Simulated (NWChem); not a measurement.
**CH7BSi2 (SMILES CB1[SiH2][SiH2]1): levels of theory compared**

Wanted: a comparison of 6 runs (HF/STO-3G, HF/3-21G, M06-2X/6-31G*, PBE0/6-31G*, B3LYP/6-31G*, MP2/6-31G*) of CH7BSi2. 

The results are computed with NWChem 7.3.0.

6 further runs of the same task are left out: 1 that didn't finish, 5 set aside as unsound or not needed. Runs told in other sessions of the task aren't counted.

### Step 1. The structure to begin with

CH7BSi2: 11 atoms, total charge 0, spin state singlet. As SMILES, `CB1[SiH2][SiH2]1`. The Si3–H9 distance was set to 2.680 Å, away from the relaxed value. At this shape a bond of the SMILES string is far longer than usual.

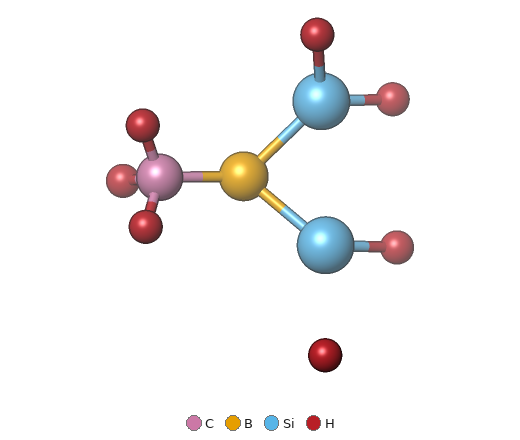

Viewed from a chosen angle; carbon pink, boron amber, silicon blue, hydrogen red.

### Step 2. The energy at HF/STO-3G (run 1)

The input, run.py:

```python
from ase import Atoms
from ase.calculators.nwchem import NWChem

atoms = Atoms('CBSiSiHHHHHHH', positions=[
    [-0.950368, 1.654942, -0.864084],
    [-1.137068, 0.104442, -0.980184],
    [-0.667668, -1.287158, 0.235816],
    [-0.476168, -1.121458, -2.282384],
    [-0.520868, 1.983242, 0.085216],
    [-1.957768, 2.090542, -0.912484],
    [-0.385468, 2.099442, -1.686584],
    [-1.165668, -2.679858, 0.143416],
    [0.876900, -0.975400, 2.403900],
    [0.552532, -0.801358, -3.310184],
    [-0.967668, -2.509758, -2.447784],
])

calc = NWChem(
    label='m1',
    theory='scf',
    memory='2200 mb',
    basis='STO-3G',
    basispar='spherical bse',
    scf={'nopen': '0', 'rhf': None, 'thresh': '1e-08', 'maxiter': '80'},
    task='energy',
)
atoms.calc = calc

print(f"energy = {atoms.get_potential_energy():.6f} eV")
print("dipole (e A):", atoms.get_dipole_moment().round(4))
```

On the command line:

```bash
export ASE_NWCHEM_COMMAND="nwchem PREFIX.nwi > PREFIX.nwo"
python run.py
```

Standard output:

```text
energy = -17325.346137 eV
dipole (e A): [-0.1734 -0.1376 -0.3529]
```

The calculator wrote m1.nwi:

```
title "m1"

permanent_dir m1

scratch_dir m1

start m1

geometry units angstrom nocenter noautosym noautoz
  C  -9.5036799999999999e-01 1.6549419999999999e+00 -8.6408399999999996e-01
  B  -1.1370680000000000e+00 1.0444199999999999e-01 -9.8018400000000006e-01
  Si -6.6766800000000004e-01 -1.2871580000000000e+00 2.3581600000000000e-01
  Si -4.7616799999999998e-01 -1.1214580000000001e+00 -2.2823840000000000e+00
  H  -5.2086800000000000e-01 1.9832419999999999e+00 8.5216000000000000e-02
  H  -1.9577680000000000e+00 2.0905420000000001e+00 -9.1248399999999996e-01
  H  -3.8546799999999998e-01 2.0994419999999998e+00 -1.6865840000000001e+00
  H  -1.1656679999999999e+00 -2.6798579999999999e+00 1.4341599999999999e-01
  H  8.7690000000000001e-01 -9.7540000000000004e-01 2.4039000000000001e+00
  H  5.5253200000000002e-01 -8.0135800000000001e-01 -3.3101840000000000e+00
  H  -9.6766799999999997e-01 -2.5097580000000002e+00 -2.4477840000000000e+00
end

memory 2200 mb

basis spherical bse noprint
   * library STO-3G
end

scf
  nopen 0
  rhf
  thresh 1e-08
  maxiter 80
end

task scf energy
```

m1.nwo:

```text
Northwest Computational Chemistry Package (NWChem) 7.3.0
             --------------------------------------------------------

           Job information
           ---------------

    nwchem branch   = 7.3.0
    use scalapack   = T
    input           = m1.nwi
    prefix          = m1.
    data base       = m1/m1.db
    status          = startup
    nproc           =        1

           Memory information
           ------------------

[... 5 lines left out ...]
    hardfail = no
[... 136 lines left out ...]
         Quadratically convergent ROHF
[... 16 lines left out ...]
       Final RHF  results
[... 4 lines left out ...]
      Two-electron energy =    425.127326019991
[... 42 lines left out ...]
                       ROHF Final Molecular Orbital Analysis
[... 191 lines left out ...]
       Multipole analysis of the density wrt the origin
       ------------------------------------------------

     L   x y z        total         open         nuclear
     -   - - -        -----         ----         -------
     0   0 0 0      0.000000      0.000000     46.000000

     1   1 0 0     -0.327667      0.000000    -58.523415
[... 8 lines of this table left out ...]
     2   0 0 2    -29.247055      0.000000    390.762910

 Task  times  cpu:        5.9s     wall:        5.9s
 Total times  cpu:        5.9s     wall:        5.9s
```

It took 7.2 s on 1 thread of Intel Xeon Platinum 8259CL at 2.50GHz (Skylake/Cascade Lake), shared host; peak memory 0.098 GiB.

### Step 3. A single-point energy at HF/3-21G (run 2)

run.py, as its differences from that of step 2:

```diff
@@ -3,3 +3,3 @@
 
-atoms = Atoms('CBSiSiHHHHHHH', positions=[
+molecule = Atoms(['C', 'B', 'Si', 'Si', 'H', 'H', 'H', 'H', 'H', 'H', 'H'], positions=[
     [-0.950368, 1.654942, -0.864084],
@@ -21,3 +21,3 @@
     memory='2200 mb',
-    basis='STO-3G',
+    basis='3-21G',
     basispar='spherical bse',
@@ -26,5 +26,5 @@
 )
-atoms.calc = calc
+molecule.calc = calc
 
-print(f"energy = {atoms.get_potential_energy():.6f} eV")
-print("dipole (e A):", atoms.get_dipole_moment().round(4))
+print(f"energy = {molecule.get_potential_energy():.6f} eV")
+print("dipole (e A):", molecule.get_dipole_moment().round(4))
```

On the command line:

```bash
export ASE_NWCHEM_COMMAND="nwchem PREFIX.nwi > PREFIX.nwo"
python run.py
```

Standard output:

```text
energy = -17437.970050 eV
dipole (e A): [-0.2123  0.059  -0.3914]
```

The calculator wrote m1.nwi:

```
title "m1"

permanent_dir m1

scratch_dir m1

start m1

geometry units angstrom nocenter noautosym noautoz
  C  -9.5036799999999999e-01 1.6549419999999999e+00 -8.6408399999999996e-01
  B  -1.1370680000000000e+00 1.0444199999999999e-01 -9.8018400000000006e-01
  Si -6.6766800000000004e-01 -1.2871580000000000e+00 2.3581600000000000e-01
  Si -4.7616799999999998e-01 -1.1214580000000001e+00 -2.2823840000000000e+00
  H  -5.2086800000000000e-01 1.9832419999999999e+00 8.5216000000000000e-02
  H  -1.9577680000000000e+00 2.0905420000000001e+00 -9.1248399999999996e-01
  H  -3.8546799999999998e-01 2.0994419999999998e+00 -1.6865840000000001e+00
  H  -1.1656679999999999e+00 -2.6798579999999999e+00 1.4341599999999999e-01
  H  8.7690000000000001e-01 -9.7540000000000004e-01 2.4039000000000001e+00
  H  5.5253200000000002e-01 -8.0135800000000001e-01 -3.3101840000000000e+00
  H  -9.6766799999999997e-01 -2.5097580000000002e+00 -2.4477840000000000e+00
end

memory 2200 mb

basis spherical bse noprint
   * library 3-21G
end

scf
  nopen 0
  rhf
  thresh 1e-08
  maxiter 80
end

task scf energy
```

m1.nwo:

```text
Northwest Computational Chemistry Package (NWChem) 7.3.0
             --------------------------------------------------------

           Job information
           ---------------

    nwchem branch   = 7.3.0
    use scalapack   = T
    input           = m1.nwi
    prefix          = m1.
    data base       = m1/m1.db
    status          = startup
    nproc           =        1

           Memory information
           ------------------

[... 5 lines left out ...]
    hardfail = no
[... 136 lines left out ...]
         Quadratically convergent ROHF
[... 15 lines left out ...]
       Final RHF  results
[... 4 lines left out ...]
      Two-electron energy =    420.673160261752
[... 42 lines left out ...]
                       ROHF Final Molecular Orbital Analysis
[... 215 lines left out ...]
       Multipole analysis of the density wrt the origin
       ------------------------------------------------

     L   x y z        total         open         nuclear
     -   - - -        -----         ----         -------
     0   0 0 0     -0.000000      0.000000     46.000000

     1   1 0 0     -0.401232      0.000000    -58.523415
[... 8 lines of this table left out ...]
     2   0 0 2    -33.618123      0.000000    390.762910

 Task  times  cpu:        4.7s     wall:        4.7s
 Total times  cpu:        4.7s     wall:        4.7s
```

Wall time 6 s (1 thread of Intel Xeon Platinum 8259CL at 2.50GHz (Skylake/Cascade Lake), shared host); peak memory 0.098 GiB.

Runs 3 to 5 aren't shown in full; the table further down has their settings and results.

### Step 4. The energy at MP2/6-31G(d) (spherical functions) (run 6)

The input, ch7bsi2.nw:

```
start ch7bsi2
title "CH7BSi2 energy"
memory total 2200 mb
geometry units angstrom noautosym nocenter noautoz
  C       -0.950368       1.654942      -0.864084
  B       -1.137068       0.104442      -0.980184
  Si      -0.667668      -1.287158       0.235816
  Si      -0.476168      -1.121458      -2.282384
  H       -0.520868       1.983242       0.085216
  H       -1.957768       2.090542      -0.912484
  H       -0.385468       2.099442      -1.686584
  H       -1.165668      -2.679858       0.143416
  H        0.876900      -0.975400       2.403900
  H        0.552532      -0.801358      -3.310184
  H       -0.967668      -2.509758      -2.447784
end
basis spherical bse
  * library 6-31G*
end
scf
  singlet
  rhf
  thresh 1e-08
  maxiter 80
  noprint "final vectors analysis"
end
mp2
  freeze core 12
  tight
end
task mp2 energy
```

On the command line:

```bash
nwchem ch7bsi2.nw > ch7bsi2.out
```

Standard output:

```text
[...]
  functions       =    78
[...]
  wavefunction    = RHF
[...]
         Total SCF energy =   -644.224937128609
      One-electron energy =  -1244.065361483221
      Two-electron energy =    421.555945396555
 Nuclear repulsion energy =    178.284478958057
        Time for solution =     28.4s
[...]
          Total MP2 energy          -644.620642345966
[...]
```

Run time: 35 s. Hardware: 1 thread of Intel Xeon Platinum 8259CL at 2.50GHz (Skylake/Cascade Lake), shared host; peak memory 0.17 GiB.

### Step 5. The series

```
run                                level  iteration cap  module  energy (Eh)  dipole moment (D) of the reference  HOMO energy (eV)  LUMO energy (eV)  wall time
  1                            HF/STO-3G             80     scf  -636.694732                                2.00             -4.59              3.58      7.2 s
  2                             HF/3-21G             80     scf  -640.833585                                2.16             -8.23              0.10        6 s
  3  M06-2X/6-31G* (spherical functions)            100     dft  -645.822479                                2.17             -7.33             -2.24       98 s
  4    PBE0/6-31G* (spherical functions)            100     dft  -645.591844                                2.18             -6.60             -2.94       66 s
  5   B3LYP/6-31G* (Cartesian functions)            100     dft  -645.976281                                2.29             -6.38             -3.07       66 s
  6     MP2/6-31G* (spherical functions)             80     mp2  -644.620642                                   –                 –                 –       35 s
```

### Step 6. Results

| quantity | value |
| --- | --- |
| run 6: total energy | -644.62064 Eh |
| run 6: correlation energy (12 core orbitals frozen) | -395.7 mEh |

Over runs 1, 2, 3, 4, 5 the dipole moment (its size) runs from 2.00 D (HF/STO-3G) to 2.29 D (B3LYP/6-31G*). The two ends differ in method and basis. Over runs 1, 2, 3, 4, 5 the HOMO–LUMO gap runs from 3.31 eV (B3LYP/6-31G*) to 8.33 eV (HF/3-21G). Totals of different functionals can't be ranked against each other. In run 1 the basis is minimal, so the values are rough. In all runs a closed-shell determinant meets a far-stretched bond; if it breaks into open shells, such a determinant describes it badly, and no broken-symmetry solution was shown. All runs together took 4.6 min, the longest 98 s.
